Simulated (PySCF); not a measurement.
**CClF2 (chlorodifluoromethyl radical) at 4 levels**

We compute a comparison of 4 runs (UB2PLYP/STO-6G, UPBE/STO-6G, UPBE0/STO-6G, FCI/STO-6G) of CClF2 (chlorodifluoromethyl radical). Input form: a Python script.

The calculation is run with PySCF 2.14.0.

12 further runs of the same task are left out: 7 that didn't finish, 5 set aside as unsound or not needed.

## Step 1: Starting point

The species is CClF2 (4 atoms), meant as a doublet with charge 0. As SMILES, `F[C](F)Cl`. The C2–F3 distance was set to 3.681 Å, away from the relaxed value. At this shape a bond of the SMILES string is far longer than usual.

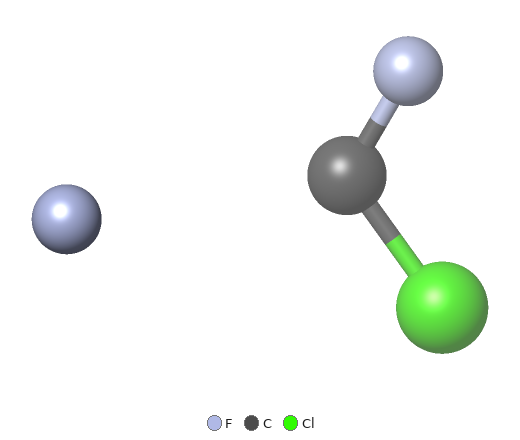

Viewed from a chosen angle; fluorine light blue, carbon dark grey, chlorine green.

## Step 2: A single-point energy at UB2PLYP/STO-6G (run 1)

The input, job.py:

```python
from pyscf import gto, dft, mp

system = gto.M(
    atom='''
F       -1.420291       1.916214       1.969605
C       -1.677091       1.556714       0.731405
F        0.573000      -1.160700      -0.318600
Cl      -1.759491       2.868114      -0.377695
''',
    charge=0,
    max_memory=1860,
    basis='sto-6g',
    verbose=3,
    spin=1,
)

calc0 = dft.UKS(system)
calc0.xc = '0.53*HF + 0.47*B88, 0.73*LYP'
calc0.grids.level = 5
calc0.conv_tol = 1e-10
calc0.kernel()
if not calc0.converged:
    calc0 = calc0.newton().run(calc0.mo_coeff, calc0.mo_occ)

pt = mp.MP2(calc0, frozen=8).run()
e_tot = calc0.e_tot + 0.27 * pt.e_corr
print('PT2 part  %.8f' % (0.27 * pt.e_corr))
print(f'total energy: {e_tot:.8f} hartree')
```

The run is started by

```console
OMP_NUM_THREADS=1 python job.py
```

Output:

```text
WARN: HOMO -0.247452610128964 >= LUMO -0.247452610128963

WARN: HOMO 0.020719287915052 >= LUMO 0.0207111765204761

SCF not converged.
SCF energy = -694.591235297221 after 50 cycles  <S^2> = 1.0302982  2S+1 = 2.2630052
converged SCF energy = -694.591378555285  <S^2> = 1.0296082  2S+1 = 2.2623954
E(UMP2) = -694.701942082117  E_corr = -0.11056352683174
E(SCS-UMP2) = -694.701961273601  E_corr = -0.110582718315908
PT2 part  -0.02985215
total energy: -694.62123071 hartree
```

Wall time 42 s (1 thread of Arm Neoverse V2, shared host); peak memory 0.4 GiB.

## Step 3: A single-point energy at UPBE/STO-6G (run 2)

The input, input.py:

```python
from pyscf import gto, dft

mol = gto.M(
    atom='F -1.420291 1.916214 1.969605; C -1.677091 1.556714 0.731405; F 0.573000 -1.160700 -0.318600; Cl -1.759491 2.868114 -0.377695',
    max_memory=1860,
    spin=1,
    verbose=4,
    basis='sto-6g',
    charge=0,
)

ks = dft.UKS(mol)
ks.xc = 'pbe'
ks.conv_tol = 1e-10
ks.grids.level = 5
ks.kernel()
if not ks.converged:
    ks = ks.newton().run(ks.mo_coeff, ks.mo_occ)

e_tot = ks.e_tot
print('E(%s) = %.9f' % ('PBE', e_tot))
```

The run is started by

```console
OMP_NUM_THREADS=1 python input.py
```

Output:

```text
PySCF version 2.14.0

[INPUT] num. atoms = 4
[INPUT] num. electrons = 41
[INPUT] charge = 0
[INPUT] spin (= nelec alpha-beta = 2S) = 1
[INPUT] symmetry False subgroup None
[INPUT] Mole.unit = angstrom
[INPUT] Symbol           X                Y                Z      unit          X                Y                Z       unit  Magmom
[INPUT]  1 F     -1.420291000000   1.916214000000   1.969605000000 AA   -2.683961007185   3.621119656057   3.722014023574 Bohr   0.0
[INPUT]  2 C     -1.677091000000   1.556714000000   0.731405000000 AA   -3.169242675973   2.941763114276   1.382155136138 Bohr   0.0
[INPUT]  3 F      0.573000000000  -1.160700000000  -0.318600000000 AA    1.082813069376  -2.193405112783  -0.602066743286 Bohr   0.0
[INPUT]  4 Cl    -1.759491000000   2.868114000000  -0.377695000000 AA   -3.324956108637   5.419949954031  -0.713740108618 Bohr   0.0

nuclear repulsion = 119.879810801047
number of shells = 14
number of NR pGTOs = 144
number of NR cGTOs = 24
basis = sto-6g
ecp = {}

[... 37 lines left out ...]
[... the frontier-level lines of each cycle are left out ...]
[... 19 lines left out ...]
[... 3 lines left out ...]
[... 63 lines left out ...]
converged SCF energy = -694.60836681275  <S^2> = 0.75009788  2S+1 = 2.0000979
E(PBE) = -694.608366813
```

Wall time 21 s (1 thread of Arm Neoverse V2, shared host); peak memory 0.23 GiB.

Run 3 isn't shown in full; the table further down has it.

## Step 4: The energy at FCI/STO-6G (run 4)

The input, input.py:

```python
from pyscf import gto, mcscf

mol = gto.M(
    atom='''
F   -1.420291   1.916214   1.969605
C   -1.677091   1.556714   0.731405
F    0.573000  -1.160700  -0.318600
Cl  -1.759491   2.868114  -0.377695
''',
    spin=1,
    verbose=3,
    max_memory=1860,
    basis='sto-6g',
)

calc0 = mol.ROHF()
calc0.conv_tol = 1e-10
calc0.kernel()
if not calc0.converged:
    calc0 = calc0.newton().run(calc0.mo_coeff, calc0.mo_occ)

cas = mcscf.CASCI(calc0, calc0.mo_coeff.shape[-1] - 8, (mol.nelec[0] - 8, mol.nelec[1] - 8))  # full CI above the frozen core
cas.fix_spin_(ss=0.75)
cas.kernel()
e_final = cas.e_tot
print(f'total energy: {e_final:.8f} hartree')
```

The run is started by

```console
OMP_NUM_THREADS=1 python input.py
```

Output:

```text
SCF not converged.
SCF energy = -693.525869717836
converged SCF energy = -693.525992273437
CASCI E = -693.633225047631  E(CI) = -112.603195212510  S^2 = 0.7500000
total energy: -693.63322505 hartree
```

Wall time 2.1 min (1 thread of Arm Neoverse V2, shared host); peak memory 0.34 GiB.

## Step 5: Overview of the runs

| run | level | frozen core orbitals | integration grid | energy (Eh) | dipole moment (D) of the reference | HOMO energy (eV) | LUMO energy (eV) | wall time |
| --- | --- | --- | --- | --- | --- | --- | --- | --- |
| 1 | UB2PLYP/STO-6G | 8 | 5 | -694.621231 | 1.25 | -6.74 | 2.05 | 42 s |
| 2 | UPBE/STO-6G | – | 5 | -694.608367 | 1.62 | -2.72 | -2.03 | 21 s |
| 3 | UPBE0/STO-6G | – | 5 | -694.714685 | 1.45 | -5.00 | 0.11 | 19 s |
| 4 | FCI/STO-6G | 8 | – | -693.633225 | 1.19 | – | – | 2.1 min |

## Step 6: Outcome

| quantity | value |
| --- | --- |
| run 4: total energy | -693.63323 Eh |
| run 4: dipole moment (Hartree–Fock density) | 1.19 D |
| run 4: correlation energy (8 core orbitals frozen) | -107.2 mEh |

**Reading.** Over runs 1, 2, 3 the dipole moment (its size) runs from 1.25 D (UB2PLYP/STO-6G) to 1.62 D (UPBE/STO-6G). A double hybrid's value is that of its SCF part. Totals of different functionals can't be ranked against each other. In runs 1, 2, 3, 4 the basis is minimal, so the values are rough. Spin contamination of the reference: run 1 ⟨S²⟩ = 1.03, run 3 ⟨S²⟩ = 0.88. All runs together took 3.5 min, the longest 2.1 min.
